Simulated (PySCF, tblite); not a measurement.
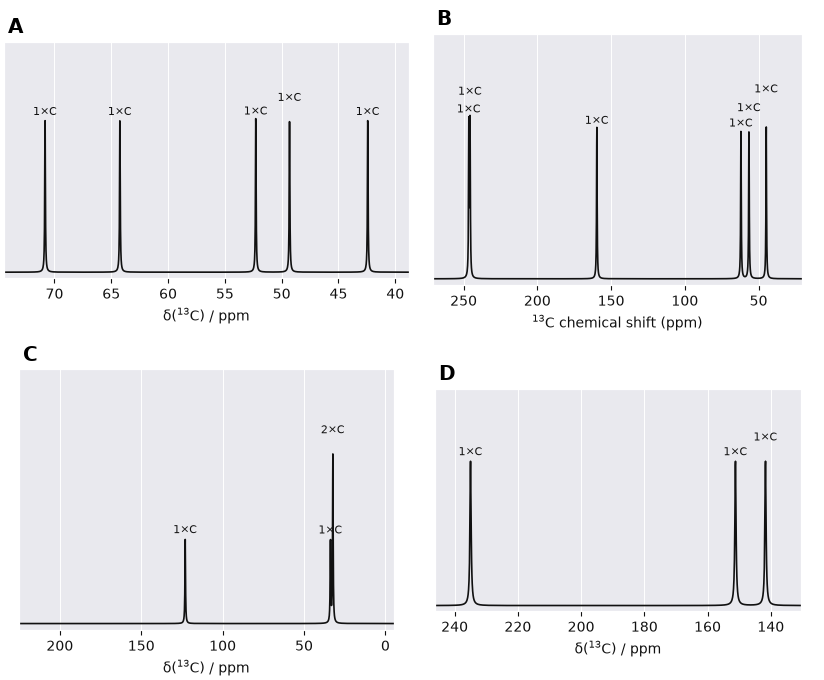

GIAO shifts, PBE0/pcSseg-1 in PySCF, at a GFN2-xTB geometry (a minimum by its frequencies), against TMS for ¹³C computed at the same level. Gas phase, fully decoupled, line heights follow the number of nuclei, widths are arbitrary (no quadrupolar broadening); values of one conformer, averaged over methyl-type rotors and exact or near symmetry; other conformers aren't averaged in.

### Which panel belongs to which molecule?
1. C₆H₉NO₂Si, SMILES C/N=C\[C@@H]1CC(=O)[SiH2]C1=O
2. C₃H₆OSi, SMILES C=CC(=O)[SiH3]
3. C₄H₇NS₂Si, SMILES N#C[SiH]1SCCCS1
4. C₅H₁₄BNO, SMILES C[N+]1(C)[BH2-][C@H](O)CC1

A: 4 (70.8 (1 C), 64.2 (1 C), 52.3 (1 C), 49.3 (1 C), 42.4 (1 C) ppm)
B: 1 (246.4 (1 C), 245.6 (1 C), 159.7 (1 C), 61.9 (1 C), 56.5 (1 C), 44.8 (1 C) ppm)
C: 3 (123.0 (1 C), 33.8 (1 C), 32.3 (2 C) ppm)
D: 2 (235.0 (1 C), 151.2 (1 C), 141.7 (1 C) ppm)

Caveats, for all or some of the runs: the tight-binding geometry is rougher than a DFT one and adds to the error.
